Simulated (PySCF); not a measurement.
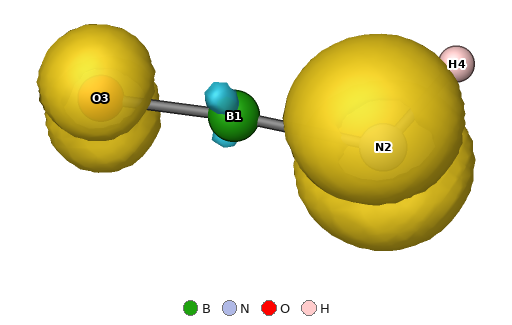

BHNO (SMILES [NH]B=O) (doublet). Isosurfaces of the spin density (α minus β) at +0.05 (yellow) and −0.05 e/Å³ (cyan), seen at a tilt.

Geometry: PBE0-D3(BJ)/def2-SVP.

The calculation used Gaussian-basis quantum chemistry of an isolated molecule with PySCF, energy and nuclear gradient, functional PBE0 (PySCF).

```json
{"atom": "B", "x (Å)": "-1.9547", "y (Å)": "0.5829", "z (Å)": "-1.3975"}
{"atom": "N", "x (Å)": "-0.8001", "y (Å)": "1.2373", "z (Å)": "-0.9880"}
{"atom": "O", "x (Å)": "-2.9327", "y (Å)": "-0.0700", "z (Å)": "-1.7110"}
{"atom": "H", "x (Å)": "-0.7199", "y (Å)": "2.2167", "z (Å)": "-1.2767"}
```

Describe the spin distribution.

Answer. The unpaired spin (1 electron) lies mostly on N2 (about 0.7) and O3 (about 0.2), in electrons by Hirshfeld's partition.
